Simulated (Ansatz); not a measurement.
Species, as SMILES: S (H2S).
Atoms: S1, H2, H3. Bonds: S1-H2, S1-H3.

Basis-set convergence of the harmonic zero-point energy at CCSD(T) with Ansatz (a first-principles code). Each level at its own minimum, finite differences of forces, unscaled; the reference is a large set that could be run, not a limit. Cartesian d functions, on some or all atoms, in 6-31G*, 6-31+G*; all else is spherical. Cores are frozen. No added dispersion term, no relativity. Reference: the value in pcseg-3, 9.54 kcal/mol, itself unsure by roughly 0.01 kcal/mol (its mean distance from def2-QZVPP, cc-pV(Q+d)Z, aug-pcseg-2). Deviations are taken from unrounded values.

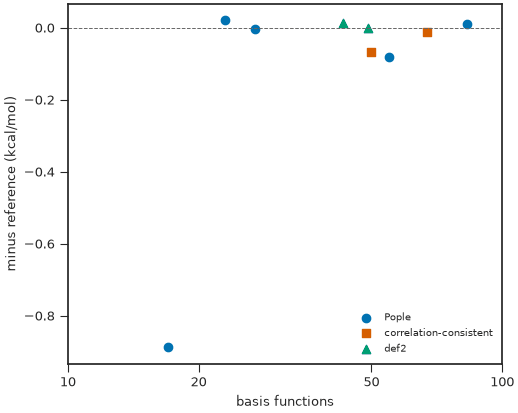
Deviation from the reference against the number of basis functions, by family of sets.

```csv
basis,functions,harmonic zero-point energy (kcal/mol),minus reference (kcal/mol)
6-31G,17,8.66,-0.89
6-31G*,23,9.56,0.02
6-31+G*,27,9.54,0.00
def2-SVPD,43,9.56,0.01
def2-TZVP,49,9.54,0.00
aug-cc-pV(D+d)Z,50,9.48,-0.07
"6-311++G(2d,2p)",55,9.46,-0.08
cc-pV(T+d)Z,67,9.53,-0.01
"6-311++G(3df,3pd)",83,9.55,0.01
```
